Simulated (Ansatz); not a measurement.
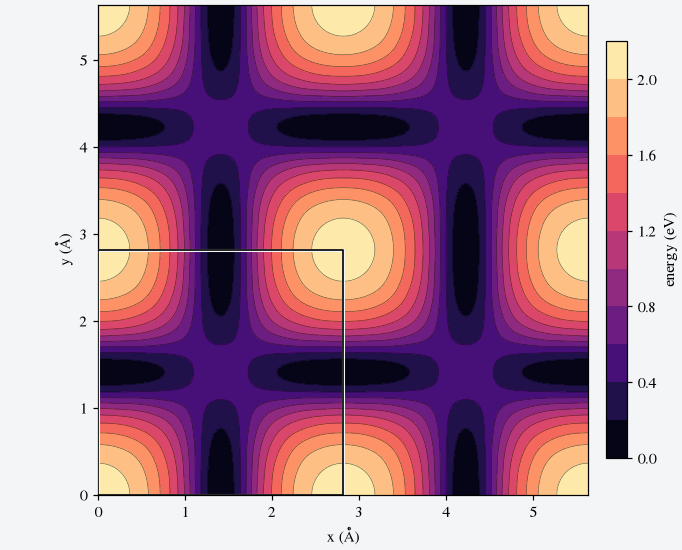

O on an Al(100) slab cut from the Fm-3m phase, its upper half relaxed before the scan (12 atoms of substrate and one adsorbate in a 2 × 2 cell). O is moved over the surface cell; relaxed at each place: the height of the adsorbate's atoms; substrate rigid; the origin of the map has the adsorbate above Al9. Places are given modulo a cell vector. The map is drawn in real space over the plane of the surface. Grid: 6 × 6 points; 10 points were computed and 26 follow by symmetry. Places are given in fractions of the 1 × 1 surface cell. All energies are given in eV relative to the lowest grid point. Theory: DFT LDA, scalar-relativistic, plane waves, PAW in Ansatz. Settings: cutoff 420 eV, k-mesh 5×5×1, gaussian smearing 0.1 eV, no spin polarisation.

Drawn: filled contours, the outline of one cell of the 2 × 2 shown. Between grid points the surface is interpolated.

The lowest grid point is at a bridge site between two Al atoms, (0/6, 3/6) of the cell vectors; the map holds 2 wells of about this depth. The highest grid point, the top site over a surface Al atom, (0/6, 0/6) of the cell vectors, lies 2.12 eV above the lowest. On the interpolated surface the easiest way out of the lowest well to a well of about the same depth near a bridge site between two Al atoms, (3/6, 0/6) of the cell vectors passes a barrier of about 0.45 eV. At the lowest point the adsorbate has 2 Al at 1.73 Å as nearest neighbours, at the highest 1 Al at 1.64 Å. Its relaxed height above the top atom is 1.01 Å at the lowest and 1.64 Å at the highest point.

O is replaced by C; all else is set up alike.

### What will the new map look like?

The minimum (interpolated where it lies between grid points) moves from a bridge site between two Al atoms, (0/6, 3/6) of the cell vectors to a fourfold hollow over a second-layer Al atom, (3/6, 3/6) of the cell vectors. The span from the lowest to the highest grid point grows from 2.12 to 4.74 eV. The easiest pass out of the lowest well goes from about 0.45 to about 2.9 eV on the interpolated surfaces. In the new map: at the lowest point the adsorbate has 4 Al at 1.99 Å as nearest neighbours, at the highest 1 Al at 1.88 Å. Its relaxed height above the top atom is 0.06 Å at the lowest and 1.88 Å at the highest point.

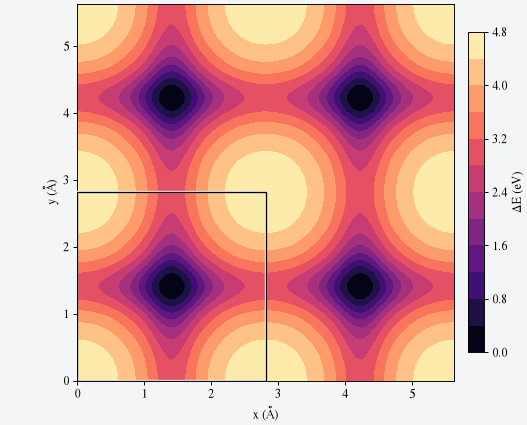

The map after the change, on a colour scale of its own. Drawn: filled contours, the outline of one cell of the 2 × 2 shown. Between grid points the surface is interpolated.
